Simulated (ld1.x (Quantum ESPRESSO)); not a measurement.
# Pt: pseudopotential generation (part 2 of 2)

Continued. System: platinum (Pt, Z = 78), core [Xe] 4f14, reference valence 5d9 6s1 6p0, valence charge 10. Method: RRKJ potential, PBE, scalar-relativistic, made with ld1.x (Quantum ESPRESSO) 7.5.

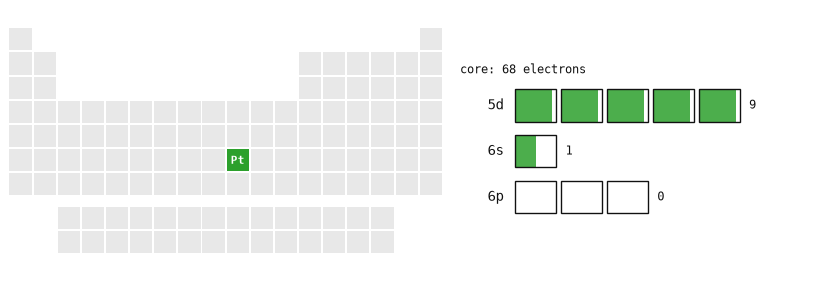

Left, the place of platinum in the periodic table; right, the valence shells of the reference configuration: a box for each of the 2l + 1 orbitals, shaded by the share of the shell that is filled, with the electron count at the right.

### Output of the test run (extracts), continued
```
     ---------------------- Testing the pseudopotential ----------------------

     Pt
     scalar relativistic calculation

     atomic number is 78.00   valence charge is 10.00
     dft =PBE   lsd =0 sic =0 latt =0  beta=0.20 tr2=1.0E-14
     mesh =1277 r(mesh) =  98.81913 xmin = -7.00 dx = 0.01250

     n l     nl             e AE (Ry)        e PS (Ry)    De AE-PS (Ry)
     3 2     5D   1(10.00)       -0.32789       -0.32449       -0.00340
     1 0     6S   1( 0.00)       -0.35939       -0.36313        0.00374
     2 1     6P   1( 0.00)       -0.04081       -0.04302        0.00221

     eps = 3.7E-15  iter = 10

     Etot =  -36827.042042 Ry,  -18413.521021 Ha, -501057.432653 eV
     Etotps =   -79.057381 Ry,     -39.528691 Ha,   -1075.630470 eV
     dEtot_ae =      -0.001298 Ry
     dEtot_ps =       0.002903 Ry,   Delta E=      -0.004202 Ry

     Ekin =      42.139514 Ry,      21.069757 Ha,     573.337293 eV
     Encl =     -86.295067 Ry,     -43.147533 Ha,   -1174.104199 eV
     Ehrt =      51.529864 Ry,      25.764932 Ha,     701.099522 eV
     Ecxc =     -38.895208 Ry,     -19.447604 Ha,    -529.196263 eV
     (Ecc =     -25.796823 Ry,     -12.898412 Ha,    -350.983661 eV)
     Epseu=     -47.536485 Ry,     -23.768242 Ha,    -646.766823 eV

     ---------------------- End of pseudopotential test ----------------------

     ---------------------- Testing the pseudopotential ----------------------

     Pt
     scalar relativistic calculation

     atomic number is 78.00   valence charge is 10.00
     dft =PBE   lsd =0 sic =0 latt =0  beta=0.20 tr2=1.0E-14
     mesh =1277 r(mesh) =  98.81913 xmin = -7.00 dx = 0.01250

     n l     nl             e AE (Ry)        e PS (Ry)    De AE-PS (Ry)
     3 2     5D   1( 9.00)       -0.59640       -0.59664        0.00024
     1 0     6S   1( 0.00)       -0.52392       -0.52474        0.00082
     2 1     6P   1( 1.00)       -0.13489       -0.13499        0.00010

     eps = 1.5E-15  iter = 13

     Etot =  -36826.669673 Ry,  -18413.334837 Ha, -501052.366315 eV
     Etotps =   -78.688720 Ry,     -39.344360 Ha,   -1070.614576 eV
     dEtot_ae =       0.371071 Ry
     dEtot_ps =       0.371565 Ry,   Delta E=      -0.000494 Ry

     Ekin =      40.955980 Ry,      20.477990 Ha,     557.234493 eV
     Encl =     -83.851135 Ry,     -41.925567 Ha,   -1140.852804 eV
     Ehrt =      48.805895 Ry,      24.402947 Ha,     664.038030 eV
     Ecxc =     -38.424653 Ry,     -19.212326 Ha,    -522.794031 eV
     (Ecc =     -25.796823 Ry,     -12.898412 Ha,    -350.983661 eV)
     Epseu=     -46.174808 Ry,     -23.087404 Ha,    -628.240264 eV

     ---------------------- End of pseudopotential test ----------------------

     ---------------------- Testing the pseudopotential ----------------------

     Pt
     scalar relativistic calculation

     atomic number is 78.00   valence charge is 10.00
     dft =PBE   lsd =0 sic =0 latt =0  beta=0.20 tr2=1.0E-14
     mesh =1277 r(mesh) =  98.81913 xmin = -7.00 dx = 0.01250

     n l     nl             e AE (Ry)        e PS (Ry)    De AE-PS (Ry)
     3 2     5D   1( 9.00)       -0.74113       -0.74054       -0.00059
     1 0     6S   1( 0.50)       -0.67339       -0.67433        0.00094
     2 1     6P   1( 0.00)       -0.26378       -0.26433        0.00054

     eps = 6.5E-15  iter = 10

     Etot =  -36826.769265 Ry,  -18413.384633 Ha, -501053.721335 eV
     Etotps =   -78.788463 Ry,     -39.394231 Ha,   -1071.971644 eV
     dEtot_ae =       0.271478 Ry
     dEtot_ps =       0.271822 Ry,   Delta E=      -0.000344 Ry

     Ekin =      40.685932 Ry,      20.342966 Ha,     553.560311 eV
     Encl =     -82.470504 Ry,     -41.235252 Ha,   -1122.068364 eV
     Ehrt =      47.404636 Ry,      23.702318 Ha,     644.972925 eV
     Ecxc =     -38.398316 Ry,     -19.199158 Ha,    -522.435703 eV
     (Ecc =     -25.796823 Ry,     -12.898412 Ha,    -350.983661 eV)
     Epseu=     -46.010211 Ry,     -23.005106 Ha,    -626.000813 eV

     ---------------------- End of pseudopotential test ----------------------

     ---------------------- Testing the pseudopotential ----------------------

     Pt
     scalar relativistic calculation

     atomic number is 78.00   valence charge is 10.00
     dft =PBE   lsd =0 sic =0 latt =0  beta=0.20 tr2=1.0E-14
     mesh =1277 r(mesh) =  98.81913 xmin = -7.00 dx = 0.01250

     n l     nl             e AE (Ry)        e PS (Ry)    De AE-PS (Ry)
     3 2     5D   1( 8.00)       -0.59130       -0.59992        0.00861  !
     1 0     6S   1( 2.00)       -0.47787       -0.47559       -0.00228
     2 1     6P   1( 0.00)       -0.08528       -0.08324       -0.00205

     eps = 3.5E-15  iter = 15

     Etot =  -36826.966904 Ry,  -18413.483452 Ha, -501056.410345 eV
     Etotps =   -78.981576 Ry,     -39.490788 Ha,   -1074.599083 eV
     dEtot_ae =       0.073840 Ry
     dEtot_ps =       0.078709 Ry,   Delta E=      -0.004869 Ry

     Ekin =      37.998623 Ry,      18.999312 Ha,     516.997609 eV
     Encl =     -85.082617 Ry,     -42.541308 Ha,   -1157.607975 eV
     Ehrt =      48.896041 Ry,      24.448020 Ha,     665.264524 eV
     Ecxc =     -38.194017 Ry,     -19.097009 Ha,    -519.656075 eV
     (Ecc =     -25.796823 Ry,     -12.898412 Ha,    -350.983661 eV)
     Epseu=     -42.599606 Ry,     -21.299803 Ha,    -579.597166 eV

     ---------------------- End of pseudopotential test ----------------------
```

### Summary

- outcome: generated
- cutoffs needed: 40 Ry and 45 Ry (the cutoffs, on a coarse ladder, from which the occupation-weighted sum of valence levels, in a spherical-Bessel basis at the reference potential, stays within 10 and 1 mRy of its value at 400 Ry); ghost states and empty shells don't enter this sum
- ghost test: no ghost state below the valence levels in the p, d, s, f channels (spherical-Bessel basis up to 400 Ry, 20 bohr box)
- largest excitation error: -372 meV (all-electron minus pseudo) for 5d7 6s0 6p0, out of 7 test configurations
- range over which the phases arctan(r u′/u) at the test radius agree within 0.05 rad (a looser test near the poles than one of phase shifts): s: up to about 0.9 Ry; p: up to about 1.5 Ry; d: up to about 0.5 Ry
- hardware: 1 CPU thread, shared host
- wall time: 2.5 s

### Remarks

An excitation error of 372 meV in its own tests makes this a poorly transferable potential.
